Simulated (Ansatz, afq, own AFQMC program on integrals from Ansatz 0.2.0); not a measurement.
**W+ (sextet): AFQMC on the coupled-cluster ladder, def2-TZVPP**

Aim: compute W+ (sextet) with auxiliary-field quantum Monte Carlo on the same integrals as coupled cluster, and set the energies side by side.

Method: def2-TZVPP, frozen cores; program: Ansatz 0.2.0, Gaussian basis, and an in-house AFQMC program (afq) on its integrals; all values are calculated.

To be run: Full CI; PBE (unrestricted); r2SCAN (unrestricted); CCSD(T) on UHF; PBE0 (unrestricted); B3LYP (unrestricted); CCSDT(Q) on UHF; wB97M-V (unrestricted); B2PLYP (unrestricted); Phaseless AFQMC, single-determinant trial on UHF; Free-projection AFQMC, CISD trial on UHF.

17 further runs of the same task are left out: 2 for a known fault of the program, 8 that didn't finish, 7 set aside as unsound or not needed.

### 1 The atom

A free atom, in its lowest state of this spin that the program finds. No spin-orbit coupling is included. Elements past krypton take def2 core potentials.

1 atom, charge 1, spin multiplicity 6.

### 2 Full CI

File in.yaml:

```yaml
crystal:
  periodic: [false, false, false]
  atoms:
    - {symbol: W, position_ang: [0.000000, 0.000000, 0.000000]}
basis:
  gaussian: {orbitals: def2-TZVPP}
total_charge: 1
magnetization: {spin_polarized: false, initial_magnetization: 5}
correlation: {method: fci, electrons: outside_noble_gas}
```

Started as:

```console
> ansatz run in.yaml --threads 1 --pin off --events-out ev --progress --plain --max-ram 15360MiB --backend cuda --devices 0, --max-vram 18GiB
```

Standard output, shortened:

```text
Functional definition: HF
  name "HF"
  cite "Fock, Z. Phys. 61, 126 (1930) doi:10.1007/BF01340294"
  parent pbe
[...]
588 factors; integrals over basis functions are off by at most 6.9e-8 eV
[...]
mean field -1798.60605451 eV, -66.0975533642 hartree, gradient 4.1e-6 eV, S^2 8.750000; 13 other end points of the search recorded, 0 dependent functions left out
[...]
determinant -1798.60605451 eV, -66.0975533642 hartree, with singles and doubles -1800.11892115 eV, -66.1531501877 hartree
determinant -1798.60411444 eV, -66.0974820681 hartree, with singles and doubles -1800.11829018 eV, -66.1531269999 hartree
determinant -1798.60605451 eV, -66.0975533642 hartree, with singles and doubles -1800.11143912 eV, -66.1528752283 hartree
determinant -1798.60411444 eV, -66.0974820681 hartree, with singles and doubles -1800.11062430 eV, -66.1528452842 hartree
4 core orbitals not correlated: weight in the atoms' cores, before any rotation towards them, 1.000 or more for the frozen orbitals, at most 0.000 for the correlated occupied ones
reference -1798.60605451 eV, -66.0975533642 hartree; 5, 0 occupied and 47, 52 virtual orbitals, 588 factors
state -1800.14185431 eV, -66.1539929659 hartree
Total energy: -1800.14185431 eV, -66.1539929659 hartree
```

Run time: 64 s. Hardware: 1 × H100 (card shared with other runs) with 1 thread, shared host; peak host memory 1.6 GiB.

From the report: 325,192 determinants, symmetry B1g.

### 3 PBE (unrestricted)

File in.yaml:

```yaml
crystal:
  periodic: [false, false, false]
  atoms:
    - {symbol: W, position_ang: [0.000000, 0.000000, 0.000000]}
basis:
  gaussian: {orbitals: def2-TZVPP}
total_charge: 1
magnetization: {spin_polarized: true, initial_magnetization: 5}
hamiltonian: {xc: {name: PBE}}
output: {orbitals: {seedname: orbitals}}
```

Started as:

```console
> ansatz run in.yaml --threads 1 --pin off --events-out ev --progress --plain --max-ram 5120MiB --backend cpu
```

Standard output:

```text
Functional definition: PBE
  name "PBE"
  cite "Perdew, Burke & Ernzerhof, Phys. Rev. Lett. 77, 3865 (1996) doi:10.1103/PhysRevLett.77.3865"
  parent pbe
  parameter kappa = 0.804
  parameter beta = 0.06672455060314922
  exchange = pbe_x(kappa = kappa, mu = beta*pi^2/3)
  correlation = pbe_c(beta = beta)
335 factors; their error is unknown
mean field evaluation 1: about -1810.2834 eV, gradient 2.7e1 eV
mean field evaluation 2: about -1809.1932 eV, gradient 3.2e1 eV
mean field evaluation 4: about -1814.0555 eV, gradient 5.8e0 eV
mean field evaluation 8: about -1814.1781 eV, gradient 1.3e0 eV
mean field evaluation 16: about -1814.1854 eV, gradient 3.7e-2 eV
mean field evaluation 32: about -1814.0935 eV, gradient 4.2e0 eV
mean field evaluation 64: about -1814.1513 eV, gradient 1.7e-1 eV
mean field -1814.18537044 eV, -66.6700826648 hartree, gradient 9.5e-6 eV, S^2 8.750737; 9 other end points of the search recorded, 0 dependent functions left out
reference -1814.18540840 eV, -66.6700840595 hartree; 9, 4 occupied and 47, 52 virtual orbitals, 335 factors
Total energy: -1814.18540840 eV, -66.6700840595 hartree
```

Wall time 3.5 s (1 thread, shared host); peak memory 1.6 GiB.

From the report: ⟨S²⟩ of the determinant 8.751 (pure sextet: 8.75).

### 4 r2SCAN (unrestricted)

in.yaml: that of step 3 with these lines changed.

```diff
@@ -8,3 +8,2 @@
 magnetization: {spin_polarized: true, initial_magnetization: 5}
-hamiltonian: {xc: {name: PBE}}
-output: {orbitals: {seedname: orbitals}}
+hamiltonian: {xc: {name: r2SCAN}}
```

Launched as before.

Standard output, shortened:

```text
Functional definition: r2SCAN
  name "r2SCAN"
  cite "Furness, Kaplan, Ning, Perdew & Sun, J. Phys. Chem. Lett. 11, 8208 (2020) doi:10.1021/acs.jpclett.0c02405"
  cite "Furness, Kaplan, Ning, Perdew & Sun, J. Phys. Chem. Lett. 11, 9248 (2020) doi:10.1021/acs.jpclett.0c03077"
  parent r2scan
[...]
335 factors; their error is unknown
[...]
mean field -1814.63927277 eV, -66.6867632675 hartree, gradient 1.3e-6 eV, S^2 8.752017; 13 other end points of the search recorded, 0 dependent functions left out
reference -1814.63928644 eV, -66.6867637700 hartree; 9, 4 occupied and 47, 52 virtual orbitals, 335 factors
Total energy: -1814.63928644 eV, -66.6867637700 hartree
```

Wall time 13 s (1 thread, shared host); peak memory 1.6 GiB.

From the report: ⟨S²⟩ of the determinant 8.752 (pure sextet: 8.75).

### 5 CCSD(T) on UHF

in.yaml: that of step 4 with these lines changed.

```diff
@@ -8,2 +8,2 @@
 magnetization: {spin_polarized: true, initial_magnetization: 5}
-hamiltonian: {xc: {name: r2SCAN}}
+correlation: {method: ccsd_t, electrons: outside_noble_gas, hamiltonian_folder: ham}
```

Started as:

```console
> ansatz run in.yaml --threads 1 --pin off --events-out ev --progress --plain --max-ram 15360MiB --backend cuda --devices 0, --max-vram 18GiB
```

Standard output, shortened:

```text
Functional definition: HF
  name "HF"
  cite "Fock, Z. Phys. 61, 126 (1930) doi:10.1007/BF01340294"
  parent pbe
[...]
367 factors; integrals over basis functions are off by at most 2.1e-4 eV
[...]
mean field -1798.75589161 eV, -66.1030597760 hartree, gradient 4.0e-6 eV, S^2 8.755077; 16 other end points of the search recorded, 0 dependent functions left out
determinant -1798.75589161 eV, -66.1030597760 hartree, with singles and doubles -1800.26307775 eV, -66.1584478452 hartree
determinant -1798.75469254 eV, -66.1030157111 hartree, with singles and doubles -1800.26046181 eV, -66.1583517112 hartree
determinant -1798.26881876 eV, -66.0851601790 hartree, with singles and doubles -1799.90873393 eV, -66.1454259498 hartree
determinant -1798.75589161 eV, -66.1030597760 hartree, with singles and doubles -1800.25528114 eV, -66.1581613251 hartree
determinant -1798.75469254 eV, -66.1030157111 hartree, with singles and doubles -1800.25291816 eV, -66.1580744870 hartree
determinant -1798.26881876 eV, -66.0851601790 hartree, with singles and doubles -1799.89158222 eV, -66.1447956362 hartree
4 core orbitals not correlated: weight in the atoms' cores, before any rotation towards them, 0.999 or more for the frozen orbitals, at most 0.000 for the correlated occupied ones
reference -1798.75589161 eV, -66.1030597760 hartree; 5, 0 occupied and 47, 52 virtual orbitals, 367 factors
second order -1.30446551 eV of doubles, -0.00000000 eV of singles
cycle   1  -1.49938953 eV  change    8.7e-9 eV  update   5.4e-7
perturbative correction -0.02545897 eV, -0.0009356000 hartree
Total energy: -1800.28074011 eV, -66.1590969248 hartree
```

Wall time 17 s (1 × H100 (card shared with other runs) with 1 thread, shared host); peak host memory 1.6 GiB.

From the report: ⟨S²⟩ of the determinant 8.755 (pure sextet: 8.75); correlation -1.5248 eV; T1 0.010; largest double amplitude 0.03.

This run also writes the integrals to the folder ham.

### 6 PBE0 (unrestricted)

in.yaml: that of step 5 with these lines changed.

```diff
@@ -8,2 +8,3 @@
 magnetization: {spin_polarized: true, initial_magnetization: 5}
-correlation: {method: ccsd_t, electrons: outside_noble_gas, hamiltonian_folder: ham}
+hamiltonian: {xc: {name: PBE0}}
+output: {orbitals: {seedname: orbitals}}
```

Started as:

```console
> ansatz run in.yaml --threads 1 --pin off --events-out ev --progress --plain --max-ram 5120MiB --backend cpu
```

Standard output, shortened:

```text
Functional definition: PBE0
  name "PBE0"
  cite "Adamo & Barone, J. Chem. Phys. 110, 6158 (1999) doi:10.1063/1.478522"
  cite "Perdew, Burke & Ernzerhof, Phys. Rev. Lett. 77, 3865 (1996) doi:10.1103/PhysRevLett.77.3865"
  parent pbe
[...]
400 factors; their error is unknown
[...]
mean field -1813.32917089 eV, -66.6386179117 hartree, gradient 7.2e-6 eV, S^2 8.751365; 6 other end points of the search recorded, 0 dependent functions left out
reference -1813.32919976 eV, -66.6386189724 hartree; 9, 4 occupied and 47, 52 virtual orbitals, 400 factors
Total energy: -1813.32919976 eV, -66.6386189724 hartree
```

Run time: 3.7 s. Hardware: 1 thread, shared host; peak memory 1.6 GiB.

From the report: ⟨S²⟩ of the determinant 8.751 (pure sextet: 8.75).

### 7 B3LYP (unrestricted)

in.yaml: that of step 6 with these lines changed.

```diff
@@ -8,3 +8,2 @@
 magnetization: {spin_polarized: true, initial_magnetization: 5}
-hamiltonian: {xc: {name: PBE0}}
-output: {orbitals: {seedname: orbitals}}
+hamiltonian: {xc: {name: B3LYP}}
```

Same command.

Standard output, shortened:

```text
Functional definition: B3LYP
  name "B3LYP"
  cite "Stephens, Devlin, Chabalowski & Frisch, J. Phys. Chem. 98, 11623 (1994) doi:10.1021/j100096a001"
  cite "Becke, Phys. Rev. A 38, 3098 (1988) doi:10.1103/PhysRevA.38.3098"
  cite "Lee, Yang & Parr, Phys. Rev. B 37, 785 (1988) doi:10.1103/PhysRevB.37.785"
  cite "Vosko, Wilk & Nusair, Can. J. Phys. 58, 1200 (1980) doi:10.1139/p80-159"
[...]
380 factors; their error is unknown
[...]
mean field -1813.91100546 eV, -66.6599999376 hartree, gradient 3.7e-6 eV, S^2 8.750665; 6 other end points of the search recorded, 0 dependent functions left out
reference -1813.91117652 eV, -66.6600062240 hartree; 9, 4 occupied and 47, 52 virtual orbitals, 380 factors
Total energy: -1813.91117652 eV, -66.6600062240 hartree
```

Wall time 3.7 s (1 thread, shared host); peak memory 1.6 GiB.

From the report: ⟨S²⟩ of the determinant 8.751 (pure sextet: 8.75).

### 8 CCSDT(Q) on UHF

in.yaml: that of step 7 with these lines changed.

```diff
@@ -8,2 +8,2 @@
 magnetization: {spin_polarized: true, initial_magnetization: 5}
-hamiltonian: {xc: {name: B3LYP}}
+correlation: {method: ccsdt_q, electrons: outside_noble_gas}
```

Started as:

```console
> ansatz run in.yaml --threads 1 --pin off --events-out ev --progress --plain --max-ram 15360MiB --backend cuda --devices 0, --max-vram 18GiB
```

Standard output:

```text
Functional definition: HF
  name "HF"
  cite "Fock, Z. Phys. 61, 126 (1930) doi:10.1007/BF01340294"
  parent pbe
  exchange = exact_x
  correlation = 0
588 factors; integrals over basis functions are off by at most 6.9e-8 eV
mean field evaluation 1: about -1798.3550 eV, gradient 1.1e1 eV
mean field evaluation 2: about -1798.3645 eV, gradient 1.1e1 eV
mean field evaluation 4: about -1798.7529 eV, gradient 5.1e-1 eV
mean field evaluation 8: about -1798.7547 eV, gradient 5.7e-4 eV
mean field evaluation 16: about -1798.7548 eV, gradient 1.8e-1 eV
mean field evaluation 32: about -1798.7559 eV, gradient 4.4e-5 eV
mean field evaluation 64: about -1798.7542 eV, gradient 5.3e-1 eV
mean field evaluation 96: about -1798.7559 eV, gradient 3.6e-6 eV
mean field evaluation 128: about -1798.0165 eV, gradient 1.0e1 eV
mean field evaluation 160: about -1798.7545 eV, gradient 9.7e-2 eV
mean field evaluation 192: about -1798.7468 eV, gradient 1.5e0 eV
mean field evaluation 224: about -1798.7558 eV, gradient 1.2e-2 eV
mean field evaluation 256: about -1798.7558 eV, gradient 2.2e-1 eV
mean field evaluation 288: about -1798.7546 eV, gradient 1.1e-1 eV
mean field evaluation 320: about -1798.7547 eV, gradient 9.9e-3 eV
mean field evaluation 352: about -1798.7550 eV, gradient 2.4e-1 eV
mean field evaluation 384: about -1798.2692 eV, gradient 2.2e-2 eV
mean field -1798.75589910 eV, -66.1030600516 hartree, gradient 4.0e-6 eV, S^2 8.755077; 16 other end points of the search recorded, 0 dependent functions left out
determinant -1798.75589910 eV, -66.1030600516 hartree, with singles and doubles -1800.26308374 eV, -66.1584480652 hartree
determinant -1798.75470005 eV, -66.1030159869 hartree, with singles and doubles -1800.26046773 eV, -66.1583519287 hartree
determinant -1798.26881769 eV, -66.0851601398 hartree, with singles and doubles -1799.90873053 eV, -66.1454258251 hartree
determinant -1798.75589910 eV, -66.1030600516 hartree, with singles and doubles -1800.25528828 eV, -66.1581615873 hartree
determinant -1798.75470005 eV, -66.1030159869 hartree, with singles and doubles -1800.25292525 eV, -66.1580747477 hartree
determinant -1798.26881769 eV, -66.0851601398 hartree, with singles and doubles -1799.89157972 eV, -66.1447955445 hartree
4 core orbitals not correlated: weight in the atoms' cores, before any rotation towards them, 0.999 or more for the frozen orbitals, at most 0.000 for the correlated occupied ones
reference -1798.75589910 eV, -66.1030600516 hartree; 5, 0 occupied and 47, 52 virtual orbitals, 588 factors
second order -1.30446291 eV of doubles, -0.00000000 eV of singles
cycle   1  -1.46523074 eV  change   -1.6e-1 eV  update   2.6e-2
cycle   2  -1.53004397 eV  change   -6.5e-2 eV  update   9.8e-3
cycle   3  -1.52854296 eV  change    1.5e-3 eV  update   2.5e-3
cycle   4  -1.52897210 eV  change   -4.3e-4 eV  update   1.2e-3
cycle   5  -1.52886991 eV  change    1.0e-4 eV  update   1.0e-3
cycle   6  -1.52945657 eV  change   -5.9e-4 eV  update   9.2e-4
cycle   7  -1.52914698 eV  change    3.1e-4 eV  update   4.8e-4
cycle   8  -1.52920085 eV  change   -5.4e-5 eV  update   1.4e-4
cycle   9  -1.52923823 eV  change   -3.7e-5 eV  update   4.3e-5
cycle  10  -1.52922324 eV  change    1.5e-5 eV  update   9.4e-6
cycle  11  -1.52922289 eV  change    3.5e-7 eV  update   3.7e-6
cycle  12  -1.52922381 eV  change   -9.2e-7 eV  update   1.8e-6
cycle  13  -1.52922367 eV  change    1.4e-7 eV  update   6.4e-7
cycle  14  -1.52922360 eV  change    6.5e-8 eV  update   1.8e-7
perturbative correction -0.00026117 eV, -0.0000095979 hartree
Total energy: -1800.28538388 eV, -66.1592675804 hartree
```

Run time: 17 s. Hardware: 1 × H100 (card shared with other runs) with 1 thread, shared host; peak host memory 1.6 GiB.

From the report: ⟨S²⟩ of the determinant 8.755 (pure sextet: 8.75); correlation -1.5295 eV; T1 0.010; largest double amplitude 0.03.

### 9 wB97M-V (unrestricted)

in.yaml: that of step 8 with these lines changed.

```diff
@@ -8,2 +8,3 @@
 magnetization: {spin_polarized: true, initial_magnetization: 5}
-correlation: {method: ccsdt_q, electrons: outside_noble_gas}
+hamiltonian: {xc: {name: wB97M-V}}
+output: {orbitals: {seedname: orbitals}}
```

Started as:

```console
> ansatz run in.yaml --threads 1 --pin off --events-out ev --progress --plain --max-ram 5120MiB --backend cpu
```

Standard output, shortened:

```text
Functional definition: wB97M-V
  name "wB97M-V"
  cite "Mardirossian & Head-Gordon, J. Chem. Phys. 144, 214110 (2016) doi:10.1063/1.4952647"
  cite "Becke, J. Chem. Phys. 107, 8554 (1997) doi:10.1063/1.475007"
  cite "Vydrov & Van Voorhis, J. Chem. Phys. 133, 244103 (2010) doi:10.1063/1.3521275"
  # Of w^i u^j: cxij and so on, Table III.
[...]
  gx(w, u) = 1 - cx + cx01*u + cx10*w
  gss(w, u) = css00 + css04*u^4 + css10*w + css20*w^2 + css43*w^4*u^3
  gos(w, u) = cos00 + cos10*w + (cos20 + cos21*u)*w^2 + (cos60 + cos61*u)*w^6
[...]
      + integral(e_c_pw_mod_opposite_spin*gos(b97_w_opposite, b97_u_opposite)) + vv10(b, c)
340 factors; their error is unknown
75 factors; integrals over basis functions are off by at most 4.3e-5 eV
[...]
mean field -1811.06923028 eV, -66.5555666261 hartree, gradient 3.4e-6 eV, S^2 8.751648; 14 other end points of the search recorded, 0 dependent functions left out
reference -1811.06926513 eV, -66.5555679068 hartree; 9, 4 occupied and 47, 52 virtual orbitals, 340 factors
Total energy: -1811.06926513 eV, -66.5555679068 hartree
```

Wall time 38 s (1 thread, shared host); peak memory 1.6 GiB.

From the report: ⟨S²⟩ of the determinant 8.752 (pure sextet: 8.75).

### 10 B2PLYP (unrestricted)

in.yaml: that of step 9 with these lines changed.

```diff
@@ -8,3 +8,3 @@
 magnetization: {spin_polarized: true, initial_magnetization: 5}
-hamiltonian: {xc: {name: wB97M-V}}
-output: {orbitals: {seedname: orbitals}}
+hamiltonian: {xc: {name: B2PLYP}}
+correlation: {electrons: outside_noble_gas}
```

The command is unchanged.

Standard output, shortened:

```text
Functional definition: B2PLYP
  name "B2PLYP"
  cite "Grimme, J. Chem. Phys. 124, 034108 (2006) doi:10.1063/1.2148954"
  cite "Becke, Phys. Rev. A 38, 3098 (1988) doi:10.1103/PhysRevA.38.3098"
  cite "Lee, Yang & Parr, Phys. Rev. B 37, 785 (1988) doi:10.1103/PhysRevB.37.785"
[...]
367 factors; integrals over basis functions are off by at most 2.1e-4 eV
[...]
mean field -1807.73390731 eV, -66.4329957675 hartree, gradient 2.3e-6 eV, S^2 8.751742; 8 other end points of the search recorded, 0 dependent functions left out
4 core orbitals not correlated: weight in the atoms' cores, before any rotation towards them, 1.000 or more for the frozen orbitals, at most 0.000 for the correlated occupied ones
reference -1807.73401609 eV, -66.4329997653 hartree; 5, 0 occupied and 47, 52 virtual orbitals, 367 factors
second order -1.54667020 eV of doubles, -0.00000000 eV of singles
Total energy: -1808.15161705 eV, -66.4483463174 hartree
```

Wall time 5 s (1 thread, shared host); peak memory 1.7 GiB.

From the report: ⟨S²⟩ of the determinant 8.752 (pure sextet: 8.75).

### 11 Phaseless AFQMC, single-determinant trial on UHF

It reads the integrals that the CCSD(T) run on this determinant wrote.

Started as:

```console
> afq ham --method phaseless --trial hf --walkers 4000 --populations 20 --least-time 40 --time-step 0.005 --steps-per-block 20 --equilibration-blocks 160 --max-blocks 4000 --target-error 0.0006999999999999999 --factor-cut 1e-05 --start spin_pure --seed 5466 --taylor-order 6
```

Standard output:

```text
orbitals 52  electrons 5 0  factors 367 of 367
reference energy -66.10305978 Eh
CCSD correlation -0.05510156 Eh in 10 cycles, weight of the determinant in the CISD state 0.9734
energy of the start -66.103060 Eh
 block  time / (1/Eh)  mean weight  energy / Eh
     1     0.100  1.0005  -66.115901
     2     0.200  1.0004  -66.125360
     3     0.300  1.0005  -66.132037
     4     0.400  1.0003  -66.137031
     5     0.500  1.0002  -66.141366
     6     0.600  1.0000  -66.144189
     7     0.700  1.0004  -66.146771
     8     0.800  1.0003  -66.148706
     9     0.900  1.0001  -66.150857
    10     1.000  1.0003  -66.151725
    13     1.300  1.0001  -66.155560
    19     1.900  1.0000  -66.156309
    25     2.500  1.0002  -66.157397
    31     3.100  1.0000  -66.157274
    37     3.700  0.9998  -66.157862
    43     4.300  0.9998  -66.158127
    49     4.900  1.0000  -66.158055
    55     5.500  1.0001  -66.159605
    61     6.100  0.9999  -66.160061
    67     6.700  1.0003  -66.158191
    73     7.300  0.9999  -66.158626
    79     7.900  0.9999  -66.158214
    85     8.500  1.0002  -66.157969
    91     9.100  1.0002  -66.156886
    97     9.700  0.9999  -66.156276
   103    10.300  1.0000  -66.157457
   109    10.900  1.0001  -66.158909
   115    11.500  1.0002  -66.158480
   121    12.100  0.9998  -66.158928
   127    12.700  0.9997  -66.158077
   133    13.300  1.0001  -66.157697
   139    13.900  0.9997  -66.159197
   145    14.500  0.9999  -66.158700
   151    15.100  0.9996  -66.158156
   157    15.700  1.0001  -66.158093
   163    16.300  0.9999  -66.157789
   169    16.900  0.9999  -66.156776
   175    17.500  1.0001  -66.156476
   181    18.100  1.0004  -66.157010
   187    18.700  0.9998  -66.157729
   193    19.300  0.9996  -66.156025
   199    19.900  1.0000  -66.156383
   205    20.500  1.0001  -66.156742
   211    21.100  0.9998  -66.158344
   217    21.700  1.0001  -66.158797
   223    22.300  1.0001  -66.156194
   229    22.900  0.9994  -66.156620
   235    23.500  1.0000  -66.157134
error from the spread of 20 populations
energy -66.157218 +/- 0.000283 Eh
```

It took 48 s on 1 × H100 (card shared with other runs) with 2 threads, shared host.

Energy -1800.2296 ± 0.0077 eV. Caveats: constraint bias not in the error.

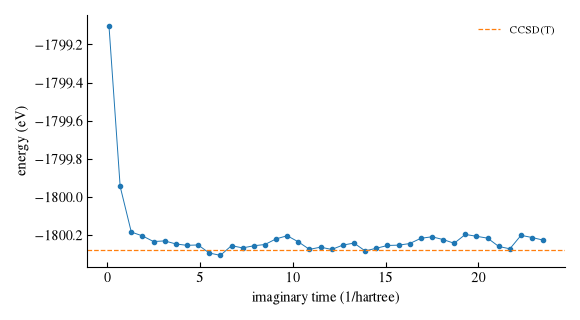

Block energies along the walk.

### 12 Free-projection AFQMC, CISD trial on UHF

It reads the integrals that the CCSD(T) run on this determinant wrote.

Started as:

```console
> afq ham --method free --trial cisd --walkers 4000 --time-step 0.03 --max-blocks 4000 --target-error 0.00028 --factor-cut 1e-05 --seed 2181 --times 0,0.3,0.6,1.2,1.8,2.4,3.6,4.8,6 --taylor-order 8
```

Standard output:

```text
orbitals 52  electrons 5 0  factors 367 of 367
reference energy -66.10305978 Eh
CCSD correlation -0.05510156 Eh in 10 cycles, weight of the determinant in the CISD state 0.9734
repeat  energy at the last time / Eh  error
Error: RuntimeError
```

Wall time 0.1 s (1 × H100 (card shared with other runs) with 2 threads, shared host).

No energy. The run doesn't count as converged.

### 13 All levels side by side

The full CI on restricted orbitals is not used as the yardstick for these unrestricted rows.

On the UHF determinant, counted from CCSDT(Q) (a yardstick, not exact):

```tsv
level	energy (eV)	from CCSDT(Q) (meV)	statistical error (meV)	time
HF	-1798.7559	+1529.5		
MP2	-1800.0604	+225.0		
CCSD	-1800.2553	+30.1		
CCSD(T)	-1800.2807	+4.6		
CCSDT(Q)	-1800.2854	0.0		
Phaseless AFQMC, single-determinant trial, step 0.005, 4000 walkers	-1800.2296	+55.8	7.7	48 s
```

The functionals' totals stand on their own zeros and serve differences with other points: PBE -1814.185 eV; r2SCAN -1814.639 eV; PBE0 -1813.329 eV; B3LYP -1813.911 eV; wB97M-V -1811.069 eV; B2PLYP -1808.152 eV.

### 14 What came out

| quantity | value |
| --- | --- |
| CCSD(T) on UHF from CCSDT(Q) | +4.6 meV |
| Phaseless AFQMC, single-determinant trial on UHF from CCSDT(Q) | +55.8 ± 7.7 meV |

Error bars are statistical and leave out the constraint, the time step and what remains of the start. W carries a core potential, and spin-orbit coupling is left out.
